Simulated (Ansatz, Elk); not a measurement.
**Bonding as seen by X-rays: YAl2Pd**

Structure refinements treat a crystal as free atoms side by side. For a made-up structure of YAl2Pd (cell and positions from a PBE relaxation) the runs below show what the calculated density changes in F(hkl).

Calculated with Elk 11.2.3 (patched build); DFT, PBE, all-electron APW+lo, Dirac cores, scalar-relativistic bands, static density, no spin.

The structure was built from a prototype and need not be the compound's stable phase.

### 1. Set-up

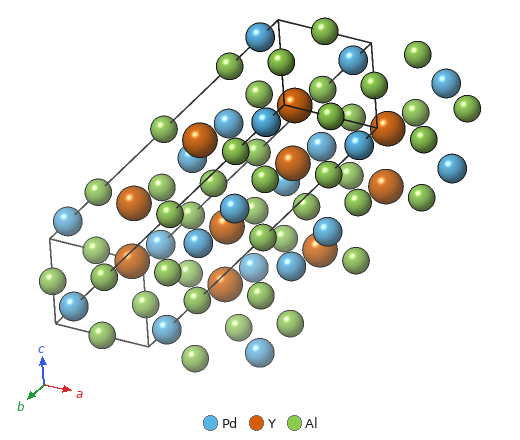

The cell as given, from a free direction (palladium blue, yttrium orange, aluminium green). 2×1×1 cells are drawn. This picture shows the conventional cell, with its axes. Some periodic images of atoms are drawn too.

As a file:

```cif
data_structure
_symmetry_space_group_name_H-M 'P 1'
_symmetry_Int_Tables_number 1
_cell_length_a 9.4958
_cell_length_b 9.4958
_cell_length_c 4.0206
_cell_angle_alpha 90.000
_cell_angle_beta 90.000
_cell_angle_gamma 153.639
_cell_volume 160.98
loop_
_atom_site_label
_atom_site_type_symbol
_atom_site_fract_x
_atom_site_fract_y
_atom_site_fract_z
_atom_site_occupancy
Pd1 Pd 0.07930 0.92070 0.00000 1
Pd2 Pd 0.92070 0.07930 0.00000 1
Y3 Y 0.35578 0.64422 0.50000 1
Y4 Y 0.64422 0.35578 0.50000 1
Al5 Al 0.50000 0.50000 0.00000 1
Al6 Al 0.00000 0.00000 0.50000 1
Al7 Al 0.21266 0.78734 0.00000 1
Al8 Al 0.78734 0.21266 0.00000 1
```

### 2. Ground state and structure factors

An all-electron density is needed, since X-rays see the cores too. Task 0 finds the density and task 195 Fourier-transforms it; tshift is off so that phases refer to the origin typed.

The input, elk.in:

```
tasks
  0
  195

xctype
  20

spinpol
  .false.

rgkmax
  7.0

gmaxvr
  14.0

lmaxo
  7

lmaxapw
  8

swidth
  0.002

tshift
  .false.

ramdisk
  .false.

hmaxvr
  5.5

maxscl
  120

epspot
  1e-06

sppath
  './'

avec
  4.09174421312 -17.47167466059 0.00000000000
  4.09174421312 17.47167466059 0.00000000000
  0.00000000000 0.00000000000 7.59784816056

atoms
  3
  'Pd.in'
  2
  0.0793028160 0.9206971840 0.0000000000   0.000000 0.000000 0.000000
  0.9206971840 0.0793028160 0.0000000000   0.000000 0.000000 0.000000
  'Y.in'
  2
  0.3557751682 0.6442248318 0.5000000000   0.000000 0.000000 0.000000
  0.6442248318 0.3557751682 0.5000000000   0.000000 0.000000 0.000000
  'Al.in'
  4
  0.5000000000 0.5000000000 0.0000000000   0.000000 0.000000 0.000000
  0.0000000000 -0.0000000000 0.5000000000   0.000000 0.000000 0.000000
  0.2126626074 0.7873373926 0.0000000000   0.000000 0.000000 0.000000
  0.7873373926 0.2126626074 0.0000000000   0.000000 0.000000 0.000000

ngridk
  5 5 6
```

The run is started by

```sh
$ OMP_NUM_THREADS=4 elk
```

Numbers of over 12 decimals in the logs are rounded to 6 here.

The log of the run:

```text
┌─────────────────────────┐
│ Elk code version 11.2.3 │
└─────────────────────────┘

All units are atomic (Hartree, Bohr, etc.)

┌─────────────────────────────────────────────────┐
│ Ground-state run starting from atomic densities │
└─────────────────────────────────────────────────┘

Lattice vectors :
   4.091744213      -17.47167466       0.000000000
   4.091744213       17.47167466       0.000000000
   0.000000000       0.000000000       7.597848161

Reciprocal lattice vectors :
  0.7677881339     -0.1798106200       0.000000000
  0.7677881339      0.1798106200      -0.000000000
  -0.000000000       0.000000000      0.8269690542

Unit cell volume      :    1086.334612
Brillouin zone volume :   0.2283368410

Muffin-tin inner radius fraction :   0.1000000000E-01

Nuclei treated as point charges

Species : 1 (Pd)
 parameters loaded from : Pd.in
 name : palladium
 nuclear charge    :   -46.00000000
 electronic charge :    46.00000000
 atomic mass :    193991.7927
 muffin-tin radius :    2.497103795
 number of radial points in muffin-tin :    993
 inner part over the whole radius :   0.9901275009E-02
 number on inner part of muffin-tin    :    706
 approximate nuclear radius :   0.8586907259E-04
 number of mesh points to nuclear radius :    354
 atomic positions (lattice), magnetic fields (Cartesian) :
  1 :   0.07930282 -0.07930282  0.00000000    0.00000000  0.00000000  0.00000000
  2 :  -0.07930282  0.07930282  0.00000000    0.00000000  0.00000000  0.00000000

Species : 2 (Y)
 parameters loaded from : Y.in
 name : yttrium
 nuclear charge    :   -39.00000000
 electronic charge :    39.00000000
 atomic mass :    162065.4503
 muffin-tin radius :    2.600000000
 number of radial points in muffin-tin :   1193
 inner part over the whole radius :   0.9871815862E-02
 number on inner part of muffin-tin    :    847
 approximate nuclear radius :   0.8135895711E-04
 number of mesh points to nuclear radius :    416
 atomic positions (lattice), magnetic fields (Cartesian) :
  1 :   0.35577517 -0.35577517  0.50000000    0.00000000  0.00000000  0.00000000
  2 :  -0.35577517  0.35577517  0.50000000    0.00000000  0.00000000  0.00000000

Species : 3 (Al)
 parameters loaded from : Al.in
 name : aluminium
 nuclear charge    :   -13.00000000
 electronic charge :    13.00000000
 atomic mass :    49184.33496
 muffin-tin radius :    2.112933981
 number of radial points in muffin-tin :    793
 inner part over the whole radius :   0.9942615465E-02
 number on inner part of muffin-tin    :    552
 approximate nuclear radius :   0.5839653600E-04
 number of mesh points to nuclear radius :    244
 atomic positions (lattice), magnetic fields (Cartesian) :
  1 :   0.50000000  0.50000000  0.00000000    0.00000000  0.00000000  0.00000000
  2 :   0.00000000  0.00000000  0.50000000    0.00000000  0.00000000  0.00000000
  3 :   0.21266261 -0.21266261  0.00000000    0.00000000  0.00000000  0.00000000
  4 :  -0.21266261  0.21266261  0.00000000    0.00000000  0.00000000  0.00000000

Total number of atoms per unit cell :    8
Total muffin-tin volume :    435.7439639
 ratio of muffin-tin to unit cell volume :   0.4011139471

Spin treatment :
 spin-unpolarised

Number of Bravais lattice symmetries :    8
Number of crystal symmetries         :    8
Crystal has inversion symmetry
Real symmetric eigensolver will be used

k-point grid :      5     5     6
k-point offset :    0.000000000       0.000000000       0.000000000
k-point set is reduced with full crystal symmetry group
Total number of k-points :       36

Muffin-tin radius times maximum |G+k| :    7.000000000
 using average radius
Maximum |G+k| for APW functions       :    3.003334208
Maximum (1/2)|G+k|²                   :    4.510008183
Maximum |G| for potential and density :    14.00000000
Constant for pseudocharge density :    9
 order of it for each species :   16  16  16
 order of it for pair densities of each species (exact exchange by exxq0 0: 17) :   11  12   7
Radial integration step length :    1

[...]
correlation                 :     -10.879539841330
 electron entropic           :    -0.17797830608700E-02
 total energy                :     -17837.429956928

Density of states at Fermi energy :    132.2114052
 (states/Hartree/unit cell)

Estimated indirect band gap :   0.3655593660E-03
 from k-point 2 to k-point 8
Estimated direct band gap   :   0.1849132117E-02
 at k-point 25

Charges :
 core                        :    128.0000000
 valence                     :    94.00000000
 interstitial                :    16.28423366
 muffin-tins (core leakage)
  species : 1 (Pd)
[...]
species : 2 (Y)
[...]
species : 3 (Al)
[...]
total in muffin-tins        :    205.7157663
 total calculated charge     :    221.9968881
 total charge                :    222.0000000
 error                       :   0.3111905029E-02

RMS change in Kohn-Sham potential (target) :   0.6671471441     (  0.1000000000E-05)
Absolute change in total energy (target)   :    1.477496228     (  0.1000000000E-03)

[... loops 3 to 17 left out ...]

┌──────────────────┐
│ Loop number : 18 │
└──────────────────┘

Energies :
 Fermi                       :     0.258724
 sum of occupied eigenvalues :     -10559.242204728
 electron kinetic            :      18499.704203755
 core electron kinetic       :      17791.131393525
 Coulomb                     :     -35754.311040141
 Coulomb potential           :     -28300.633145197
 nuclear-nuclear             :     -1885.8386536402
 electron-nuclear            :     -39478.966431764
 Hartree                     :      5610.4940452636
 Madelung                    :     -21603.994467542
 xc potential                :     -758.31326328600
 exchange                    :     -571.50237283409
 correlation                 :     -10.903236186742
 electron entropic           :    -0.12050539532027E-02
 total energy                :     -17837.013650461

Density of states at Fermi energy :    83.62606401
 (states/Hartree/unit cell)

Estimated indirect band gap :   0.5501377620E-03
 from k-point 3 to k-point 26
Estimated direct band gap   :   0.3717076371E-02
 at k-point 26

Charges :
 core                        :    128.0000000
 valence                     :    94.00000000
 interstitial                :    14.14009296
 muffin-tins (core leakage)
  species : 1 (Pd)
[...]
species : 2 (Y)
[...]
species : 3 (Al)
[...]
total in muffin-tins        :    207.8599070
 total calculated charge     :    221.9969019
 total charge                :    222.0000000
 error                       :   0.3098122223E-02

RMS change in Kohn-Sham potential (target) :   0.2096158393E-06 (  0.1000000000E-05)
Absolute change in total energy (target)   :   0.9173917715E-04 (  0.1000000000E-03)

Convergence targets achieved

┌──────────────────┐
│ Loop number : 19 │
└──────────────────┘

Energies :
 Fermi                       :     0.258724
 sum of occupied eigenvalues :     -10559.242186514
 electron kinetic            :      18499.704231344
 core electron kinetic       :      17791.131412148
 Coulomb                     :     -35754.311047313
 Coulomb potential           :     -28300.633157307
 nuclear-nuclear             :     -1885.8386536402
 electron-nuclear            :     -39478.966432565
 Hartree                     :      5610.4940388916
 Madelung                    :     -21603.994468660
 xc potential                :     -758.31326055030
 exchange                    :     -571.50237271296
 correlation                 :     -10.903236160297
 electron entropic           :    -0.12050538523661E-02
 total energy                :     -17837.013629897

Density of states at Fermi energy :    83.62605851
 (states/Hartree/unit cell)

Estimated indirect band gap :   0.5501572813E-03
 from k-point 3 to k-point 26
Estimated direct band gap   :   0.3717057700E-02
 at k-point 26

Charges :
 core                        :    128.0000000
 valence                     :    94.00000000
 interstitial                :    14.14009281
 muffin-tins (core leakage)
  species : 1 (Pd)
[...]
species : 2 (Y)
[...]
species : 3 (Al)
[...]
atom 2                    :    11.12136874     (  0.7477925616E-03)
   atom 3                    :    11.10685946     (  0.7483732414E-03)
   atom 4                    :    11.10685946     (  0.7483732414E-03)
 total in muffin-tins        :    207.8599072
 total calculated charge     :    221.9969019
 total charge                :    222.0000000
 error                       :   0.3098121972E-02

┌──────────────────────────────┐
│ Self-consistent loop stopped │
└──────────────────────────────┘

Warning : core states of species 3 leak from the muffin-tin :   0.7483732414E-03

Wrote STATE.OUT
```

Wall time 61 s (4 threads of INTEL XEON PLATINUM 8581C at 2.30GHz (Emerald Rapids), shared host); peak memory 0.35 GiB; 3.1 min of CPU time.

SFACRHO.OUT:

```text

h k l indices transformed by vhmat matrix:
   1.000000000       0.000000000       0.000000000    
   0.000000000       1.000000000       0.000000000    
   0.000000000       0.000000000       1.000000000    

      h      k      l  multipl.   |H|            Re(F)            Im(F)           |F|

      0      0      0      1   0.0000000       222.00000      0.68257251E-16   222.00000    
      1     -1      0      2  0.35962124       33.513332     -0.37689803E-14   33.513332    
      2     -2      0      2  0.71924248      -61.537264     -0.28267352E-14   61.537264    
      0     -1      0      4  0.78856229       36.268974      0.37689803E-14   36.268974    
      0      0      1      2  0.82696905       36.404426     -0.24999115E-13   36.404426    
     -1      1      1      4  0.90177894       41.820513      0.84802057E-14   41.820513    
     -1      2      0      4  0.93834181       53.552173      0.37689803E-14   53.552173    
      3     -3      0      2   1.0788637      -18.500102     -0.37689803E-14   18.500102    
      2     -2     -1      4   1.0959870       36.484964     -0.11306941E-13   36.484964    
      0     -1      1      8   1.1426759       92.317754      0.18844902E-13   92.317754    
     -2      3      0      4   1.1822838      -32.001118     -0.10364696E-13   32.001118    
     -2      1      1      8   1.2507450      -81.748864     -0.24498372E-13   81.748864    
      3     -3      1      4   1.3593472      -115.58314     -0.33920823E-13   115.58314    
     -4      4      0      2   1.4384850      -1.2414956      0.65957155E-14   1.2414956    
     -2      3      1      8   1.4428004      -69.227537     -0.11778063E-13   69.227537    
      3     -4      0      4   1.4743676      -143.56995     -0.12484747E-13   143.56995    
      1      1      0      2   1.5355763       163.00802      0.72150239E-14   163.00802    
      2      0      0      4   1.5771246       25.746703     -0.14133676E-14   25.746703
```

Elk indexes on the primitive cell of elk.in and gives |H| = 4π sin θ/λ in inverse bohr. Below, one row stands for each form hkl of the conventional cell (m members, Friedel mates merged), F is for one primitive cell and the density is static (no thermal factor). Free-atom factors are Waasmaier and Kirfel's, and R is Σm||F|−|F'||/Σm|F|.

```tsv
hkl	m	sin θ/λ (Å⁻¹)	abs F, DFT	neutral atoms	diff.
020	2	0.054	33.513	33.658	-0.144
040	2	0.108	61.537	61.860	-0.323
110	4	0.119	36.269	36.694	-0.425
001	2	0.124	36.404	36.759	-0.355
021	4	0.136	41.821	42.346	-0.526
130	4	0.141	53.552	53.683	-0.130
060	2	0.162	18.500	19.011	-0.511
041	4	0.165	36.485	36.240	+0.245
111	8	0.172	92.318	93.086	-0.768
150	4	0.178	32.001	32.542	-0.541
131	8	0.188	81.749	81.872	-0.123
061	4	0.204	115.583	116.474	-0.891
080	2	0.216	1.242	1.683	-0.442
151	8	0.217	69.228	69.861	-0.634
170	4	0.222	143.570	144.555	-0.985
200	2	0.231	163.008	164.257	-1.249
220	4	0.237	25.747	26.016	-0.269
002	2	0.249	158.895	159.735	-0.840
081	4	0.249	82.667	83.081	-0.414
171	8	0.254	40.175	41.067	-0.893
022	4	0.255	24.729	25.221	-0.493
240	4	0.255	51.340	51.242	+0.098
```

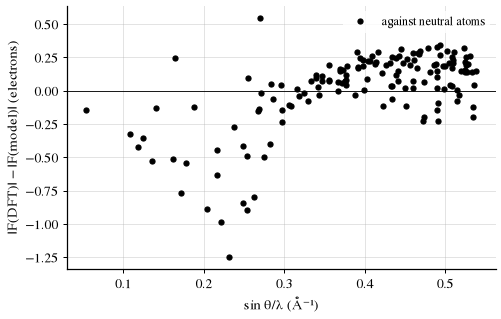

Difference between the calculated structure factors and the independent-atom ones.

### 3. The highest occupied states alone

An energy window below the Fermi level keeps the highest occupied states, to see at which angles they scatter; shallow core shells can lie inside it and anion s states outside. No new self-consistency is needed.

Edit elk.in of step 2 so:

```diff
@@ -1,3 +1,2 @@
 tasks
-  0
   195
@@ -40,2 +39,5 @@
 
+wsfac
+  -0.292520 0.558720
+
 sppath
```

The run is started by

```sh
$ OMP_NUM_THREADS=4 elk
```

The log of the run:

```text
┌─────────────────────────────────┐
│ Elk code version 11.2.3 started │
└─────────────────────────────────┘

Info(readinput): the functional depends on the density's gradient
 muffin-tin radial points multiplied by    2.00000
 (not where nrmtscf is given)

┌────────────────────┐
│ Current task : 195 │
└────────────────────┘
Info(checkmt): changed muffin-tin radius of species 1 (Pd) from   2.6000 to   2.4971
Info(checkmt): changed muffin-tin radius of species 3 (Al) from   2.2000 to   2.1129

Info(sfacrho): density structure factors written to SFACRHO.OUT

 Energy window :  -0.2925200000      0.5587200000

┌──────────────────┐
│ Elk code stopped │
└──────────────────┘
```

The job ended after 13 s (4 threads; peak memory 0.24 GiB).

States within 15 eV below the Fermi level hold 38.00 electrons; any levels below the window count with the cores. Their amplitudes can exceed the total, where window and core parts have opposite phase:

```tsv
hkl	sin θ/λ (Å⁻¹)	abs F, window	abs F, all
020	0.054	9.528	33.513
040	0.108	3.311	61.537
110	0.119	12.356	36.269
001	0.124	15.042	36.404
021	0.136	5.540	41.821
130	0.141	0.521	53.552
060	0.162	9.917	18.500
041	0.165	3.562	36.485
111	0.172	8.454	92.318
150	0.178	7.168	32.001
```

### 4. Another functional

The difference from free atoms is small, so it is set against the change that LDA (Perdew-Wang) makes.

Edit elk.in of step 3 so:

```diff
@@ -1,2 +1,3 @@
 tasks
+  0
   195
@@ -4,3 +5,3 @@
 xctype
-  20
+  3
 
@@ -39,5 +40,2 @@
 
-wsfac
-  -0.292520 0.558720
-
 sppath
```

The run is started by

```sh
$ OMP_NUM_THREADS=4 elk
```

The log of the run:

```text
┌─────────────────────────┐
│ Elk code version 11.2.3 │
└─────────────────────────┘

All units are atomic (Hartree, Bohr, etc.)

┌─────────────────────────────────────────────────┐
│ Ground-state run starting from atomic densities │
└─────────────────────────────────────────────────┘

Lattice vectors :
   4.091744213      -17.47167466       0.000000000
   4.091744213       17.47167466       0.000000000
   0.000000000       0.000000000       7.597848161

Reciprocal lattice vectors :
  0.7677881339     -0.1798106200       0.000000000
[...]
species : 2 (Y)
[...]
species : 3 (Al)
[...]
atom 3                    :    11.12202748     (  0.7924180843E-03)
   atom 4                    :    11.12202748     (  0.7924180843E-03)
 total in muffin-tins        :    207.9608141
 total calculated charge     :    221.9967395
 total charge                :    222.0000000
 error                       :   0.3260455328E-02

┌──────────────────────────────┐
│ Self-consistent loop stopped │
└──────────────────────────────┘

Warning : core states of species 3 leak from the muffin-tin :   0.7924180843E-03

Wrote STATE.OUT
[key lines of the parts left out:]
total energy                :     -17816.411057528
```

Elapsed: 38 s, on 4 threads; peak memory 0.27 GiB; 2 min of CPU time.

Against the first run R = 0.05 %; the largest change is -0.071 at 202.

### 5. Basis size

A smaller basis shows how fast F responds to it; the change is likely larger than the basis error of the first run, but doesn't show convergence.

Edit elk.in of step 4 so:

```diff
@@ -5,3 +5,3 @@
 xctype
-  3
+  20
 
@@ -11,3 +11,3 @@
 rgkmax
-  7.0
+  5.5
```

The run is started by

```sh
$ OMP_NUM_THREADS=4 elk
```

The log of the run:

```text
┌─────────────────────────┐
│ Elk code version 11.2.3 │
└─────────────────────────┘

All units are atomic (Hartree, Bohr, etc.)

┌─────────────────────────────────────────────────┐
│ Ground-state run starting from atomic densities │
└─────────────────────────────────────────────────┘

Lattice vectors :
   4.091744213      -17.47167466       0.000000000
   4.091744213       17.47167466       0.000000000
   0.000000000       0.000000000       7.597848161

Reciprocal lattice vectors :
  0.7677881339     -0.1798106200       0.000000000
[...]
species : 2 (Y)
[...]
species : 3 (Al)
[...]
atom 3                    :    11.10335650     (  0.7498529280E-03)
   atom 4                    :    11.10335650     (  0.7498529280E-03)
 total in muffin-tins        :    207.6543751
 total calculated charge     :    221.9970186
 total charge                :    222.0000000
 error                       :   0.2981449227E-02

┌──────────────────────────────┐
│ Self-consistent loop stopped │
└──────────────────────────────┘

Warning : core states of species 3 leak from the muffin-tin :   0.7498529280E-03

Wrote STATE.OUT
[key lines of the parts left out:]
total energy                :     -17836.854878493
```

Run time: 51 s. Hardware: 4 threads; peak memory 0.31 GiB; 2.4 min of CPU time.

Against the first run R = 0.04 %; the largest change is +0.099 at 0 14 0.

### 6. Settings against the effect

```tsv
run	R against the first run (%)	R against neutral atoms, low angle (%)	wall time
PBE, rgkmax 7	0.00	0.77	61 s
LDA (Perdew-Wang)	0.05	0.79	38 s
rgkmax 5.5	0.04	0.80	51 s
```

### 7. What came out

| Quantity | Value |
| --- | --- |
| R against neutral atoms, sin θ/λ < 0.3 Å⁻¹ | 0.77 % |
| R against neutral atoms, 0.3 to 0.54 Å⁻¹ | 0.38 % |

**Reading.** Independent neutral atoms miss the calculated amplitudes by R = 0.77 % below 0.3 Å⁻¹ and 0.38 % from there to 0.54 Å⁻¹; by shells, 0.76 % below 0.15 Å⁻¹ (6 forms), 0.78 % 0.15 to 0.3 (28 forms), 0.32 % 0.3 to 0.45 (57 forms), 0.44 % above 0.45 (58 forms). Bonding, aspherical density and the tables' own atoms all enter these figures, and the runs don't part them. The largest change of an amplitude is -1.25 electrons, at 200. Weak lines can change much in proportion: 080 goes from 1.68 to 1.24. The window's part falls from 38.0 electrons at the origin to at most 0.49 between 0.45 and 0.54 Å⁻¹. Below 0.3 Å⁻¹ the changes that finished (LDA (Perdew-Wang) and rgkmax 5.5) move F by R = 0.03 % at most, against the 0.77 % that separates it from free atoms. The k-mesh has no finished test. These runs have no spin, though d or f shells may be open. Part of the difference isn't bonding: the tables are fits to free atoms and ions calculated by other methods than this functional. Thermal motion, anomalous dispersion and extinction are left out.

[Logs are printed without paths, hosts, clocks, repeated set-up lines and the standing remarks that a program may print on its own settings, such as how far it seeks lower states.]

[Hosts, paths, dates, database ids (printed as entryN), source tags and the programs' standing remarks are cut or masked in the printed files.]
